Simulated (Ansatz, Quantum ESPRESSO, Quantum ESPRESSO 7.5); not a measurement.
## From contact to tunnelling: vacuum gaps between two Na(110) faces

Aim: how the conductance falls as the barrier grows, for vacuum gaps between two Na(110) faces.

Program: Quantum ESPRESSO 7.5. Level of theory: plane-wave DFT, PBE, GBRV ultrasoft pseudopotentials (cross-check by Ansatz 0.2.0 with PAW datasets). Results are calculated unless marked as measured.

### Step 1. The starting structure

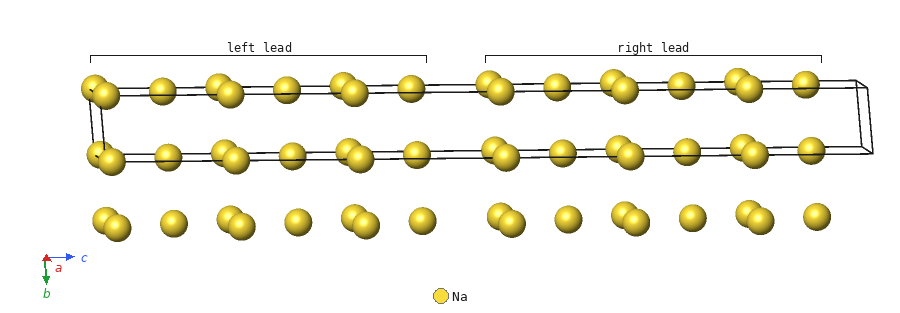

Start, viewed from the side, with the c axis across the page; sodium yellow. 1×2×1 cells are drawn. Some periodic images of atoms are drawn too.

The cell holds 12 atoms: 12 Na. Cell: a = 4.200 Å, b = 3.637 Å, c = 36.668 Å, α = 90.0°, β = 90.0°, γ = 54.7°. It derives from Na. Regions: left lead, 6 atoms (6 Na); right lead, 6 atoms (6 Na). The structure is stacked along c, and the current runs across the ab planes.

### Step 2. SCF with pw.x, 4 Å

One periodic cell holds a stretch of lead, the junction and more lead; the atoms stay as built.

j0.scf.in

```
&control
  prefix = 'j0.scf'
  outdir = './out'
  pseudo_dir = './pseudo'
  calculation = 'scf'
  tprnfor = .true.
/
&system
  ibrav = 0
  nat = 12
  ntyp = 1
  ecutwfc = 40
  ecutrho = 200
  occupations = 'smearing'
  smearing = 'mv'
  degauss = 0.01
/
&electrons
  conv_thr = 1e-07
  mixing_beta = 0.25
  electron_maxstep = 120
  mixing_mode = 'local-TF'
/
ATOMIC_SPECIES
  Na  22.9898  na_pbe_v1.5.uspp.F.UPF
CELL_PARAMETERS angstrom
  4.20000000000000 0.00000000000000 0.00000000000000
  2.10000000000000 2.96984848098350 0.00000000000000
  0.00000000000000 0.00000000000000 36.66833329081850
ATOMIC_POSITIONS crystal
  Na  0.000000000000 0.000000000000 0.000000000000
  Na  0.500000000000 0.000000000000 0.080992186294
  Na  0.000000000000 0.000000000000 0.161984372588
  Na  0.500000000000 0.000000000000 0.242976558882
  Na  0.000000000000 0.000000000000 0.323968745176
  Na  0.500000000000 0.000000000000 0.404960931470
  Na  0.000000000000 0.000000000000 0.514046882236
  Na  0.500000000000 0.000000000000 0.595039068530
  Na  0.000000000000 0.000000000000 0.676031254824
  Na  0.500000000000 0.000000000000 0.757023441118
  Na  0.000000000000 0.000000000000 0.838015627412
  Na  0.500000000000 0.000000000000 0.919007813706
K_POINTS automatic
  7 8 1 0 0 0
```

On the command line:

```
> OMP_NUM_THREADS=1 mpirun -n 4 pw.x -nk 4 -in j0.scf.in > j0.scf.out
```

What it wrote:

```text
Program PWSCF v.7.5 starts
[citation notice left out]

     Parallel version (MPI & OpenMP), running on       4 processor cores
     Number of MPI processes:                 4
     Threads/MPI process:                     1

     MPI processes distributed on     1 nodes
[...]
Current dimensions of program PWSCF are:
     Max number of different atomic species (ntypx) = 10
     Max number of k-points (npk) =  40000
     Max angular momentum in pseudopotentials (lmaxx) =  4
     Message from routine setup:
     using ibrav=0 with symmetry is DISCOURAGED, use correct ibrav instead

     K-points division:     npool     =       4
     Subspace diagonalization in iterative solution of the eigenvalue problem:
     a serial algorithm will be used

     G-vector sticks info
     --------------------
     sticks:   dense  smooth     PW     G-vecs:    dense   smooth      PW
     Sum         709     561    181               147527   105387   19331

     Using Slab Decomposition

     bravais-lattice index     =            0
     lattice parameter (alat)  =       7.9368  a.u.
     unit-cell volume          =    3086.5361 (a.u.)^3
     number of atoms/cell      =           12
     number of atomic types    =            1
     number of electrons       =       108.00
     number of Kohn-Sham states=           65
     kinetic-energy cutoff     =      40.0000  Ry
     charge density cutoff     =     200.0000  Ry
     scf convergence threshold =      1.0E-07
     mixing beta               =       0.2500
     number of iterations used =            8  local-TF  mixing
     Exchange-correlation=  SLA  PW   PBX  PBC
                           (   1   4   3   4   0   0   0)

     celldm(1)=   7.936850  celldm(2)=   0.000000  celldm(3)=   0.000000
     celldm(4)=   0.000000  celldm(5)=   0.000000  celldm(6)=   0.000000

     crystal axes: (cart. coord. in units of alat)
               a(1) = (   1.000000   0.000000   0.000000 )
               a(2) = (   0.500000   0.707107   0.000000 )
               a(3) = (   0.000000   0.000000   8.730556 )

     reciprocal axes: (cart. coord. in units 2 pi/alat)
               b(1) = (  1.000000 -0.707107  0.000000 )
               b(2) = (  0.000000  1.414214  0.000000 )
               b(3) = (  0.000000  0.000000  0.114540 )

     PseudoPot. # 1 for Na read from file:
     ./pseudo/na_pbe_v1.5.uspp.F.UPF
     Pseudo is Ultrasoft, Zval =  9.0
     Generated by new atomic code, or converted to UPF format
     Using radial grid of  819 points,  5 beta functions with:
                l(1) =   0
                l(2) =   0
                l(3) =   1
                l(4) =   1
                l(5) =   2
     Q(r) pseudized with  8 coefficients,  rinner =    1.250   1.250   1.250
                                                       1.250   1.250

     atomic species   valence    mass     pseudopotential
     Na                9.00    22.98980     Na( 1.00)

      4 Sym. Ops. (no inversion) found

   Cartesian axes

     site n.     atom                  positions (alat units)
         1        Na     tau(   1) = (   0.0000000   0.0000000   0.0000000  )
         2        Na     tau(   2) = (   0.5000000   0.0000000   0.7071068  )
         3        Na     tau(   3) = (   0.0000000   0.0000000   1.4142136  )
         4        Na     tau(   4) = (   0.5000000   0.0000000   2.1213203  )
         5        Na     tau(   5) = (   0.0000000   0.0000000   2.8284271  )
         6        Na     tau(   6) = (   0.5000000   0.0000000   3.5355339  )
         7        Na     tau(   7) = (   0.0000000   0.0000000   4.4879149  )
         8        Na     tau(   8) = (   0.5000000   0.0000000   5.1950216  )
         9        Na     tau(   9) = (   0.0000000   0.0000000   5.9021284  )
        10        Na     tau(  10) = (   0.5000000   0.0000000   6.6092352  )
        11        Na     tau(  11) = (   0.0000000   0.0000000   7.3163420  )
        12        Na     tau(  12) = (   0.5000000   0.0000000   8.0234488  )

     number of k points=    29  Marzari-Vanderbilt smearing, width (Ry)=  0.0100
                       cart. coord. in units 2pi/alat
        k(    1) = (   0.0000000   0.0000000   0.0000000), wk =   0.0357143
        k(    2) = (   0.0000000   0.1767767   0.0000000), wk =   0.0714286
        k(    3) = (   0.0000000   0.3535534   0.0000000), wk =   0.0714286
        k(    4) = (   0.0000000   0.5303301   0.0000000), wk =   0.0714286
        k(    5) = (   0.0000000  -0.7071068   0.0000000), wk =   0.0357143
        k(    6) = (   0.1428571  -0.1010153   0.0000000), wk =   0.0714286
        k(    7) = (   0.1428571   0.0757614   0.0000000), wk =   0.0714286
        k(    8) = (   0.1428571   0.2525381   0.0000000), wk =   0.0714286
        k(    9) = (   0.1428571   0.4293148   0.0000000), wk =   0.0714286
        k(   10) = (   0.1428571  -0.8081220   0.0000000), wk =   0.0714286
[...]
k(   29) = (   0.4285714  -0.4798225   0.0000000), wk =   0.0714286

     Dense  grid:   147527 G-vectors     FFT dimensions: (  36,  32, 320)

     Smooth grid:   105387 G-vectors     FFT dimensions: (  32,  27, 288)

     Estimated max dynamical RAM per process >     316.17 MB

     Estimated total dynamical RAM >       1.13 GB

     Initial potential from superposition of free atoms

     starting charge     107.9245, renormalised to     108.0000
     Starting wfcs are   60 randomized atomic wfcs +    5 random wfcs

     total cpu time spent up to now is        5.3 secs

     per-process dynamical memory:   217.9 Mb

     Self-consistent Calculation

     iteration #  1     ecut=    40.00 Ry     beta= 0.25
     Davidson diagonalization with overlap
     ethr =  1.00E-02,  avg # of iterations =  5.9

     Threshold (ethr) on eigenvalues was too large:
     Diagonalizing with lowered threshold

     Davidson diagonalization with overlap
     ethr =  7.55E-05,  avg # of iterations =  8.5

     total cpu time spent up to now is       42.5 secs

     total energy              =   -1144.14127322 Ry
     estimated scf accuracy    <       0.08512798 Ry

     iteration #  2     ecut=    40.00 Ry     beta= 0.25
[...]
total energy              =   -1144.13589454 Ry
     estimated scf accuracy    <       0.05710302 Ry

     iteration #  3     ecut=    40.00 Ry     beta= 0.25
[...]
total energy              =   -1144.13775210 Ry
     estimated scf accuracy    <       0.00109454 Ry

     iteration #  4     ecut=    40.00 Ry     beta= 0.25
[...]
total energy              =   -1144.13767222 Ry
     estimated scf accuracy    <       0.00071048 Ry

     iteration #  5     ecut=    40.00 Ry     beta= 0.25
[...]
total energy              =   -1144.13767108 Ry
     estimated scf accuracy    <       0.00010494 Ry

     iteration #  6     ecut=    40.00 Ry     beta= 0.25
[...]
total energy              =   -1144.13768004 Ry
     estimated scf accuracy    <       0.00003027 Ry

     iteration #  7     ecut=    40.00 Ry     beta= 0.25
[...]
total energy              =   -1144.13768369 Ry
     estimated scf accuracy    <       0.00000430 Ry

     iteration #  8     ecut=    40.00 Ry     beta= 0.25
[...]
total energy              =   -1144.13768423 Ry
     estimated scf accuracy    <       0.00000352 Ry

     iteration #  9     ecut=    40.00 Ry     beta= 0.25
[...]
End of self-consistent calculation

          k = 0.0000 0.0000 0.0000 ( 13115 PWs)   bands (ev):

   -51.6591 -51.6591 -51.5357 -51.5357 -51.5206 -51.5206 -51.5191 -51.5181
   -51.5153 -51.5153 -51.5083 -51.5083 -23.5783 -23.5765 -23.5690 -23.5688
   -23.5670 -23.5670 -23.4652 -23.4648 -23.4542 -23.4487 -23.4487 -23.4472
   -23.4465 -23.4427 -23.4421 -23.4421 -23.4348 -23.4336 -23.4336 -23.4329
   -23.4302 -23.4273 -23.4273 -23.4269 -23.4257 -23.4250 -23.4249 -23.4248
   -23.4242 -23.4242 -23.4215 -23.4215 -23.4192 -23.4192 -23.4145 -23.4145
    -1.7751  -1.6821  -1.5923  -1.3361  -1.2177  -0.7621  -0.6297   0.0391
     0.1537   1.0585   1.1254   2.1310   2.4702   3.6764   3.7788   5.2874
     5.3372

          k = 0.0000 0.1768 0.0000 ( 13081 PWs)   bands (ev):

   -51.6589 -51.6589 -51.5354 -51.5354 -51.5203 -51.5203 -51.5188 -51.5179
   -51.5151 -51.5151 -51.5080 -51.5080 -23.5776 -23.5758 -23.5715 -23.5714
   -23.5709 -23.5706 -23.4640 -23.4637 -23.4531 -23.4506 -23.4506 -23.4474
   -23.4469 -23.4458 -23.4455 -23.4421 -23.4368 -23.4355 -23.4355 -23.4330
   -23.4322 -23.4319 -23.4319 -23.4294 -23.4290 -23.4275 -23.4269 -23.4260
   -23.4259 -23.4255 -23.4244 -23.4240 -23.4210 -23.4210 -23.4190 -23.4190
    -1.5004  -1.4080  -1.3186  -1.0637  -0.9457  -0.4924  -0.3605   0.3052
     0.4190   1.3199   1.3850   2.3768   2.7373   3.9273   4.0318   5.5271
     5.5773

          k = 0.0000 0.3536 0.0000 ( 13099 PWs)   bands (ev):

   -51.6583 -51.6582 -51.5348 -51.5348 -51.5197 -51.5197 -51.5182 -51.5173
   -51.5145 -51.5144 -51.5074 -51.5074 -23.5823 -23.5822 -23.5757 -23.5755
   -23.5751 -23.5741 -23.4613 -23.4611 -23.4579 -23.4579 -23.4553 -23.4553
   -23.4504 -23.4445 -23.4442 -23.4427 -23.4424 -23.4422 -23.4421 -23.4416
   -23.4401 -23.4401 -23.4378 -23.4368 -23.4364 -23.4362 -23.4320 -23.4312
   -23.4303 -23.4296 -23.4295 -23.4259 -23.4255 -23.4255 -23.4237 -23.4235
    -0.6850  -0.5939  -0.5055  -0.2545  -0.1378   0.3087   0.4393   1.0955
     1.2075   2.0961   2.1574   3.1158   3.5174   4.6652   4.7693   6.2129
     6.2572

          k = 0.0000 0.5303 0.0000 ( 13206 PWs)   bands (ev):

   -51.6576 -51.6576 -51.5342 -51.5341 -51.5190 -51.5190 -51.5175 -51.5167
   -51.5138 -51.5138 -51.5068 -51.5068 -23.5931 -23.5928 -23.5800 -23.5797
   -23.5737 -23.5725 -23.4689 -23.4689 -23.4599 -23.4599 -23.4585 -23.4584
   -23.4541 -23.4540 -23.4540 -23.4509 -23.4484 -23.4464 -23.4461 -23.4458
   -23.4447 -23.4447 -23.4421 -23.4419 -23.4414 -23.4399 -23.4397 -23.4382
   -23.4364 -23.4347 -23.4304 -23.4300 -23.4300 -23.4255 -23.4231 -23.4230
     0.6468   0.7355   0.8226   1.0668   1.1822   1.6166   1.7465   2.3848
     2.4964   3.3601   3.4209   4.3503   4.7270   4.7978   4.8805   4.9647
     5.1874

          k = 0.0000-0.7071 0.0000 ( 13184 PWs)   bands (ev):

   -51.6574 -51.6573 -51.5339 -51.5339 -51.5188 -51.5188 -51.5172 -51.5164
   -51.5136 -51.5136 -51.5065 -51.5065 -23.5976 -23.5972 -23.5819 -23.5815
   -23.5730 -23.5718 -23.4734 -23.4734 -23.4618 -23.4618 -23.4590 -23.4585
   -23.4585 -23.4573 -23.4572 -23.4552 -23.4512 -23.4501 -23.4484 -23.4467
   -23.4467 -23.4461 -23.4447 -23.4447 -23.4433 -23.4407 -23.4404 -23.4383
   -23.4378 -23.4365 -23.4318 -23.4318 -23.4301 -23.4254 -23.4229 -23.4227
     2.2588   2.3404   2.4245   2.6482   2.7219   2.7645   2.8133   2.9012
     3.1514   3.1648   3.2624   3.3046   3.7018   3.8150   3.8978   4.0333
     4.4420

          k = 0.1429-0.1010 0.0000 ( 13108 PWs)   bands (ev):

   -51.6590 -51.6589 -51.5355 -51.5355 -51.5204 -51.5204 -51.5189 -51.5180
   -51.5152 -51.5152 -51.5081 -51.5081 -23.5777 -23.5760 -23.5729 -23.5728
   -23.5680 -23.5679 -23.4638 -23.4636 -23.4544 -23.4530 -23.4512 -23.4459
   -23.4458 -23.4442 -23.4441 -23.4437 -23.4372 -23.4370 -23.4360 -23.4360
   -23.4300 -23.4297 -23.4293 -23.4293 -23.4287 -23.4271 -23.4259 -23.4256
   -23.4245 -23.4245 -23.4231 -23.4230 -23.4219 -23.4219 -23.4163 -23.4163
    -1.5060  -1.4136  -1.3241  -1.0692  -0.9513  -0.4979  -0.3660   0.2996
     0.4134   1.3142   1.3793   2.3715   2.7285   3.9174   4.0197   5.5078
     5.5550

[...]
the Fermi energy is     1.5118 ev

!    total energy              =   -1144.13768599 Ry
     estimated scf accuracy    <       0.00000005 Ry
     smearing contrib. (-TS)   =       0.00048535 Ry
     internal energy E=F+TS    =   -1144.13817134 Ry

     The total energy is F=E-TS. E is the sum of the following terms:
     one-electron contribution =   -1099.40752127 Ry
     hartree contribution      =     553.78861569 Ry
     xc contribution           =    -171.70674034 Ry
     ewald contribution        =    -426.81252542 Ry

     convergence has been achieved in   9 iterations

     Forces acting on atoms (cartesian axes, Ry/au):

     atom    1 type  1   force =     0.00000000    0.00000000   -0.00033559
     atom    2 type  1   force =     0.00000000    0.00000000    0.00006835
     atom    3 type  1   force =     0.00000000    0.00000000   -0.00004559
     atom    4 type  1   force =     0.00000000    0.00000000    0.00021956
     atom    5 type  1   force =     0.00000000    0.00000000    0.00013495
     atom    6 type  1   force =     0.00000000    0.00000000    0.00569294
     atom    7 type  1   force =     0.00000000    0.00000000   -0.00569143
     atom    8 type  1   force =     0.00000000    0.00000000   -0.00013522
     atom    9 type  1   force =     0.00000000    0.00000000   -0.00021992
     atom   10 type  1   force =     0.00000000    0.00000000    0.00004565
     atom   11 type  1   force =     0.00000000    0.00000000   -0.00006905
     atom   12 type  1   force =     0.00000000    0.00000000    0.00033535

     Total force =     0.008073     Total SCF correction =     0.000516

[...]
=------------------------------------------------------------------------------=
   JOB DONE.
=------------------------------------------------------------------------------=
```

Run time: 2.7 min. Hardware: 4 MPI ranks of Arm Neoverse V1, shared host; peak memory 1.2 GiB; 11 min of CPU time.

Read from the output:

| Property | Result |
| --- | --- |
| free energy | -15566.7862 eV |
| Fermi energy | 1.512 eV |

The run needed 9 iterations to bring the estimated error under 1e-07 Ry; the largest force on any atom, held or free, is 0.15 eV/Å.

[end of part 1 of 4]

[Logs are printed without paths, hosts, clocks, repeated set-up lines and the standing remarks that a program may print on its own settings, such as how far it seeks lower states.]

[Hosts, paths, dates, database ids (printed as entryN), source tags and the programs' standing remarks are cut or masked in the printed files.]

[Maps of the electrostatic potential energy from Ansatz leave out the sawtooth potential of an applied field or a dipole correction, so their vacuum need not be flat; planar profiles and work functions include it.]
